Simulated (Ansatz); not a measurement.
# C2H4SSi: an energy map over bond length C1–H5 and angle S2–C1–H5, part 2 of 2

How does the energy of C2H4SSi, SMILES CSC#[SiH] change over two coordinates at once? A grid of runs gives the map.

Ansatz 0.2.0; RKS PBE0-D4/def2-SVP. The steps go on from the part before.

## (6) Point bond length C1–H5 = 1.102 Å, angle S2–C1–H5 = 109.3°

input.yaml

```yaml
crystal:
  periodic: [false, false, false]
  atoms:
    - { symbol: C, position_ang: [0.04763, 1.442873, -0.424371] }
    - { symbol: S, position_ang: [0.840576, 0.362236, 0.822908] }
    - { symbol: C, position_ang: [0.091861, -1.063709, 0.747216] }
    - { symbol: Si, position_ang: [-0.788673, -2.528742, 0.942556] }
    - { symbol: H, position_ang: [0.183994, 1.003993, -1.425966] }
    - { symbol: H, position_ang: [-1.020606, 1.540944, -0.191441] }
    - { symbol: H, position_ang: [0.542275, 2.423037, -0.368898] }
    - { symbol: H, position_ang: [0.103836, -3.183987, -0.110754] }
basis:
  gaussian: { orbitals: def2-SVP }
hamiltonian:
  xc: pbe0
  dispersion: d4
output:
  forces: true
```

The run is started by

```console
> ansatz run input.yaml --threads 1 --pin off --max-ram 2560MiB --backend cpu --events-out ev --progress --plain --runs-dir out
```

Output, cut to the lines that bear on the results:

```text
Warning: RAYON_NUM_THREADS=1 ignored (pool sized by the plan → 1); use --threads N
[...]
Functional definition: PBE0
[...]
828 factors; integrals over basis functions are off by at most 1.5e-3 eV
[...]
mean field -20831.88356166 eV, -765.5576005333 hartree, gradient 1.5e-5 eV, S^2 0.000000; 0 other end points of the search recorded, 0 dependent functions left out
[...]
reference -20831.88358719 eV, -765.5576014715 hartree; 23, 23 occupied and 61, 61 virtual orbitals, 828 factors
Total energy: -20832.04407495 eV, -765.5634992877 hartree
Atom 0 at     0.047630     1.442873    -0.424371 Å, force     0.018705    -0.060963    -0.129729 eV/Å
Atom 1 at     0.840576     0.362236     0.822908 Å, force    -0.000694    -0.000455     0.001293 eV/Å
Atom 2 at     0.091861    -1.063709     0.747216 Å, force     0.001057     0.001435     0.000507 eV/Å
Atom 3 at    -0.788673    -2.528742     0.942556 Å, force     0.001262     0.000824    -0.002721 eV/Å
Atom 4 at     0.183994     1.003993    -1.425966 Å, force    -0.020957     0.061067     0.131038 eV/Å
Atom 5 at    -1.020606     1.540944    -0.191441 Å, force    -0.001313    -0.001407    -0.001623 eV/Å
Atom 6 at     0.542275     2.423037    -0.368898 Å, force     0.002693    -0.001212    -0.000686 eV/Å
Atom 7 at     0.103836    -3.183987    -0.110754 Å, force    -0.000754     0.000711     0.001922 eV/Å
Dipole moment:     0.061490     0.527952    -0.271527 e Å
```

Wall time 4.9 s (1 thread of Arm Neoverse N1, shared host); peak memory 0.14 GiB.

On the map this point reads 0.0003 eV.

## (7) The map

225 points were computed. Energies in eV, from the relaxed molecule at the same level:

| angle S2–C1–H5 (°) ↓, bond length C1–H5 (Å) → | 0.922 | 0.958 | 0.994 | 1.030 | 1.066 | 1.102 | 1.138 | 1.175 | 1.211 | 1.247 | 1.283 | 1.319 | 1.355 | 1.391 | 1.427 |
| --- | --- | --- | --- | --- | --- | --- | --- | --- | --- | --- | --- | --- | --- | --- | --- |
| 144.3 | 1.75 | 1.44 | 1.22 | 1.08 | 1.01 | 0.99 | 1.02 | 1.08 | 1.17 | 1.29 | 1.42 | 1.57 | 1.72 | 1.88 | 2.05 |
| 139.3 | 1.49 | 1.17 | 0.95 | 0.82 | 0.75 | 0.73 | 0.75 | 0.82 | 0.91 | 1.02 | 1.16 | 1.30 | 1.46 | 1.62 | 1.79 |
| 134.3 | 1.27 | 0.95 | 0.73 | 0.59 | 0.52 | 0.51 | 0.53 | 0.60 | 0.69 | 0.80 | 0.94 | 1.08 | 1.24 | 1.40 | 1.57 |
| 129.3 | 1.08 | 0.77 | 0.55 | 0.41 | 0.34 | 0.32 | 0.35 | 0.41 | 0.51 | 0.62 | 0.75 | 0.90 | 1.06 | 1.22 | 1.39 |
| 124.3 | 0.94 | 0.63 | 0.41 | 0.27 | 0.20 | 0.18 | 0.21 | 0.27 | 0.36 | 0.48 | 0.61 | 0.76 | 0.91 | 1.08 | 1.24 |
| 119.3 | 0.84 | 0.53 | 0.31 | 0.17 | 0.10 | 0.08 | 0.11 | 0.17 | 0.26 | 0.38 | 0.51 | 0.65 | 0.81 | 0.97 | 1.14 |
| 114.3 | 0.78 | 0.46 | 0.25 | 0.11 | 0.04 | 0.02 | 0.05 | 0.11 | 0.20 | 0.31 | 0.45 | 0.59 | 0.75 | 0.91 | 1.07 |
| 109.3 | 0.76 | 0.44 | 0.23 | 0.09 | 0.02 | 0.00 | 0.03 | 0.09 | 0.18 | 0.29 | 0.42 | 0.57 | 0.72 | 0.88 | 1.05 |
| 104.3 | 0.78 | 0.47 | 0.25 | 0.11 | 0.04 | 0.02 | 0.05 | 0.11 | 0.20 | 0.31 | 0.44 | 0.58 | 0.74 | 0.89 | 1.06 |
| 99.3 | 0.84 | 0.53 | 0.31 | 0.18 | 0.10 | 0.08 | 0.11 | 0.17 | 0.26 | 0.37 | 0.50 | 0.64 | 0.79 | 0.95 | 1.11 |
| 94.3 | 0.95 | 0.64 | 0.42 | 0.28 | 0.21 | 0.19 | 0.22 | 0.28 | 0.36 | 0.47 | 0.60 | 0.74 | 0.89 | 1.05 | 1.21 |
| 89.3 | 1.10 | 0.79 | 0.57 | 0.44 | 0.36 | 0.34 | 0.37 | 0.43 | 0.51 | 0.62 | 0.75 | 0.89 | 1.03 | 1.19 | 1.35 |
| 84.3 | 1.31 | 0.99 | 0.78 | 0.64 | 0.57 | 0.55 | 0.57 | 0.63 | 0.71 | 0.82 | 0.94 | 1.08 | 1.22 | 1.38 | 1.53 |
| 79.3 | 1.56 | 1.24 | 1.03 | 0.89 | 0.82 | 0.80 | 0.82 | 0.87 | 0.96 | 1.06 | 1.18 | 1.32 | 1.46 | 1.61 | 1.77 |
| 74.3 | 1.86 | 1.55 | 1.33 | 1.19 | 1.12 | 1.10 | 1.12 | 1.17 | 1.25 | 1.36 | 1.48 | 1.61 | 1.75 | 1.90 | 2.05 |

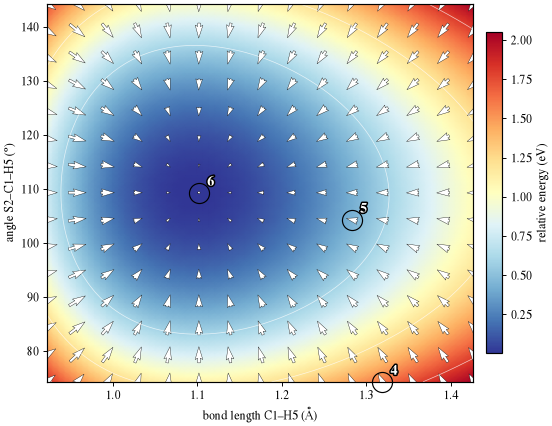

The map; numbers mark the steps of this session that print a point's run. In the figure: a smooth colour map, arrows along the force (downhill), longer where it is stronger.

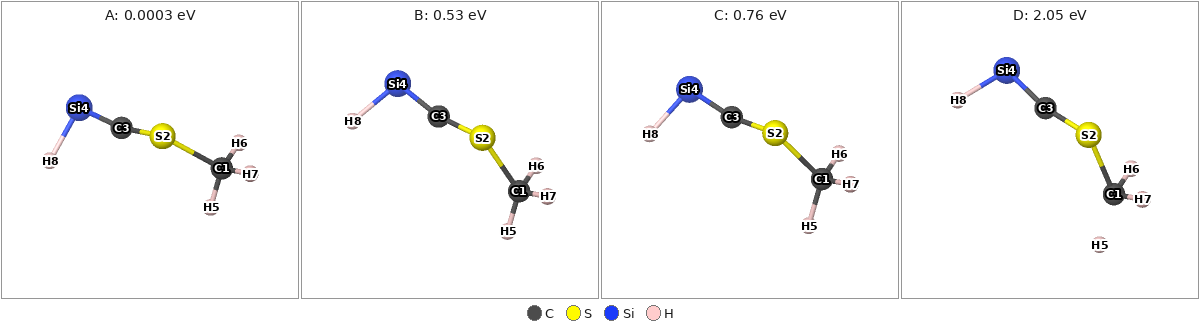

Structures on the grid, at one scale: A at bond length C1–H5 = 1.102 Å, angle S2–C1–H5 = 109.3°; B at bond length C1–H5 = 1.138 Å, angle S2–C1–H5 = 134.3°; C at bond length C1–H5 = 1.319 Å, angle S2–C1–H5 = 124.3°; D at bond length C1–H5 = 1.427 Å, angle S2–C1–H5 = 144.3°.

The largest force on an atom (eV/Å) at each point:

```
angle S2–C1–H5 (°) ↓, bond length C1–H5 (Å) →  0.922  0.958  0.994  1.030  1.066  1.102  1.138  1.175  1.211  1.247  1.283  1.319  1.355  1.391  1.427
                                        144.3   12.3    9.4    7.0    5.1    3.6    2.5    2.2    2.6    3.2    3.7    4.1    4.4    4.6    4.7    4.8
                                        139.3   12.1    9.2    6.8    4.9    3.3    2.2    1.8    2.5    3.1    3.6    4.0    4.3    4.6    4.7    4.8
                                        134.3   11.9    8.9    6.5    4.6    3.0    1.8    1.7    2.4    3.1    3.6    4.0    4.3    4.5    4.7    4.8
                                        129.3   11.6    8.6    6.2    4.3    2.7    1.5    1.6    2.3    3.0    3.5    4.0    4.3    4.5    4.6    4.8
                                        124.3   11.3    8.3    5.9    3.9    2.3    1.1    1.5    2.3    3.0    3.5    3.9    4.2    4.5    4.6    4.7
                                        119.3   10.9    7.9    5.5    3.5    1.9    0.7    1.4    2.2    2.9    3.5    3.9    4.2    4.4    4.6    4.7
                                        114.3   10.5    7.5    5.1    3.1    1.5    0.3    1.3    2.2    2.9    3.4    3.9    4.2    4.4    4.6    4.7
                                        109.3   10.3    7.3    4.8    2.8    1.2    0.1    1.2    2.1    2.8    3.4    3.8    4.2    4.4    4.5    4.7
                                        104.3   10.3    7.3    4.9    2.9    1.2    0.5    1.6    2.4    3.0    3.5    3.9    4.2    4.4    4.5    4.6
                                         99.3   10.3    7.3    4.9    2.9    1.4    0.9    1.9    2.8    3.4    3.9    4.2    4.5    4.7    4.7    4.8
                                         94.3   10.3    7.4    5.0    3.0    1.6    1.2    2.3    3.1    3.7    4.2    4.6    4.8    5.0    5.0    5.1
                                         89.3   10.3    7.4    5.1    3.2    1.9    1.5    2.6    3.4    4.0    4.5    4.8    5.1    5.2    5.3    5.3
                                         84.3   10.4    7.5    5.2    3.4    2.2    1.8    2.8    3.6    4.2    4.7    5.0    5.3    5.4    5.5    5.5
                                         79.3   10.5    7.7    5.4    3.8    2.7    2.3    2.9    3.7    4.3    4.8    5.1    5.4    5.5    5.6    5.6
                                         74.3   10.6    7.9    5.7    4.2    3.2    2.8    3.0    3.7    4.3    4.8    5.1    5.4    5.5    5.6    5.6
```

The dipole moment (D) at each point:

| angle S2–C1–H5 (°) ↓, bond length C1–H5 (Å) → | 0.922 | 0.958 | 0.994 | 1.030 | 1.066 | 1.102 | 1.138 | 1.175 | 1.211 | 1.247 | 1.283 | 1.319 | 1.355 | 1.391 | 1.427 |
| --- | --- | --- | --- | --- | --- | --- | --- | --- | --- | --- | --- | --- | --- | --- | --- |
| 144.3 | 2.76 | 2.77 | 2.78 | 2.78 | 2.78 | 2.78 | 2.78 | 2.78 | 2.77 | 2.76 | 2.74 | 2.72 | 2.70 | 2.68 | 2.65 |
| 139.3 | 2.80 | 2.80 | 2.81 | 2.81 | 2.81 | 2.81 | 2.81 | 2.80 | 2.79 | 2.78 | 2.76 | 2.74 | 2.72 | 2.70 | 2.67 |
| 134.3 | 2.82 | 2.83 | 2.83 | 2.83 | 2.83 | 2.83 | 2.82 | 2.82 | 2.80 | 2.79 | 2.77 | 2.76 | 2.73 | 2.71 | 2.68 |
| 129.3 | 2.85 | 2.85 | 2.85 | 2.85 | 2.85 | 2.85 | 2.84 | 2.83 | 2.82 | 2.80 | 2.79 | 2.77 | 2.74 | 2.72 | 2.69 |
| 124.3 | 2.86 | 2.87 | 2.87 | 2.87 | 2.86 | 2.86 | 2.85 | 2.84 | 2.82 | 2.81 | 2.79 | 2.77 | 2.75 | 2.73 | 2.70 |
| 119.3 | 2.88 | 2.88 | 2.88 | 2.87 | 2.87 | 2.86 | 2.85 | 2.84 | 2.83 | 2.81 | 2.80 | 2.78 | 2.75 | 2.73 | 2.70 |
| 114.3 | 2.88 | 2.88 | 2.88 | 2.88 | 2.87 | 2.87 | 2.86 | 2.85 | 2.83 | 2.82 | 2.80 | 2.78 | 2.76 | 2.73 | 2.71 |
| 109.3 | 2.89 | 2.89 | 2.88 | 2.88 | 2.87 | 2.87 | 2.86 | 2.85 | 2.83 | 2.82 | 2.80 | 2.78 | 2.76 | 2.74 | 2.71 |
| 104.3 | 2.88 | 2.88 | 2.88 | 2.88 | 2.87 | 2.86 | 2.85 | 2.84 | 2.83 | 2.82 | 2.80 | 2.78 | 2.76 | 2.74 | 2.72 |
| 99.3 | 2.87 | 2.87 | 2.87 | 2.87 | 2.86 | 2.86 | 2.85 | 2.84 | 2.83 | 2.81 | 2.80 | 2.78 | 2.76 | 2.74 | 2.72 |
| 94.3 | 2.86 | 2.86 | 2.85 | 2.85 | 2.85 | 2.84 | 2.84 | 2.83 | 2.82 | 2.81 | 2.79 | 2.78 | 2.76 | 2.75 | 2.73 |
| 89.3 | 2.83 | 2.83 | 2.83 | 2.83 | 2.83 | 2.82 | 2.82 | 2.81 | 2.80 | 2.80 | 2.79 | 2.77 | 2.76 | 2.75 | 2.73 |
| 84.3 | 2.79 | 2.79 | 2.79 | 2.79 | 2.79 | 2.79 | 2.79 | 2.79 | 2.78 | 2.78 | 2.77 | 2.76 | 2.75 | 2.74 | 2.73 |
| 79.3 | 2.73 | 2.73 | 2.74 | 2.74 | 2.74 | 2.75 | 2.75 | 2.75 | 2.75 | 2.75 | 2.74 | 2.74 | 2.74 | 2.73 | 2.72 |
| 74.3 | 2.65 | 2.66 | 2.67 | 2.67 | 2.68 | 2.68 | 2.69 | 2.69 | 2.69 | 2.70 | 2.70 | 2.70 | 2.70 | 2.70 | 2.70 |

## (8) Outcome

What follows sums up all 2 parts.

| quantity | value |
| --- | --- |
| lowest point | bond length C1–H5 = 1.102 Å, angle S2–C1–H5 = 109.3°, 0.0003 eV |
| highest computed point | bond length C1–H5 = 1.427 Å, angle S2–C1–H5 = 144.3°, 2.05 eV above the lowest |
| largest force on an atom (eV/Å) | 0.1 at bond length C1–H5 = 1.102 Å, angle S2–C1–H5 = 109.3° to 12.3 at bond length C1–H5 = 0.922 Å, angle S2–C1–H5 = 144.3°; 0.1 at the lowest point |
| dipole moment (D) | 2.65 at bond length C1–H5 = 1.427 Å, angle S2–C1–H5 = 144.3° to 2.89 at bond length C1–H5 = 0.922 Å, angle S2–C1–H5 = 109.3°; 2.87 at the lowest point |
| time for the whole task | 21 min on 1 thread, shared host |

The lowest computed point is at bond length C1–H5 = 1.102 Å, angle S2–C1–H5 = 109.3°, 0.0003 eV from the relaxed molecule at the same level. The grid is coarse, so the lowest point of the scanned range may lie between grid points; coordinates that were held can hide deeper minima. No other kind of well shows on this grid. The highest computed point, bond length C1–H5 = 1.427 Å, angle S2–C1–H5 = 144.3°, lies 2.05 eV above the lowest. Round the minimum the two coordinates are nearly uncoupled.
